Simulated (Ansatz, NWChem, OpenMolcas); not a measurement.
Abstraction of Cl: CClF3 + GaH(CH3) → CF3 + GaH(CH3)Cl

Species: CClF3 `FC(F)(F)Cl`, singlet; GaH(CH3), doublet; CF3 (trifluoromethyl radical) `F[C](F)F`, doublet; GaH(CH3)Cl, singlet. A radical takes Cl: the energy is the difference in strength between the C–Cl bond broken and the Ga–Cl bond made.

Shapes, held fixed at every level: PBE0-D4/def2-TZVP. Programs: Ansatz 0.2.0, NWChem 7.3.0, OpenMolcas 26.06. A level may come from different programs for different species; with the same settings they agree closely. Electronic energies: no zero-point or thermal term.

```csv
level,kind,ΔE (kJ/mol)
HF/STO-3G,Hartree–Fock,+110.7
HF/3-21G,Hartree–Fock,-217.2
HF/def2-SVP,Hartree–Fock,-138.2
PBE0/def2-SVP,global hybrid,-95.4
B3LYP/6-31G* (Cartesian functions),global hybrid,-92.2
```

B3LYP/6-31G* (Cartesian functions) gives ΔE = -92.2 kJ/mol; the levels span -217.2 to +110.7. They disagree on the sign: 1 of 5 are positive. The median of the levels is -95.4. No measured value is set beside it here. Spin contamination: GaH(CH3) (⟨S²⟩ up to 1.33). Open shells run unrestricted unless RO is named. Relativity is left out for Ga unless named. Rows in sets without polarisation functions are far from converged.

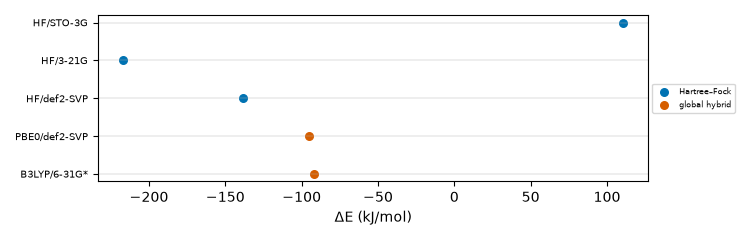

The values of the table, level by level.
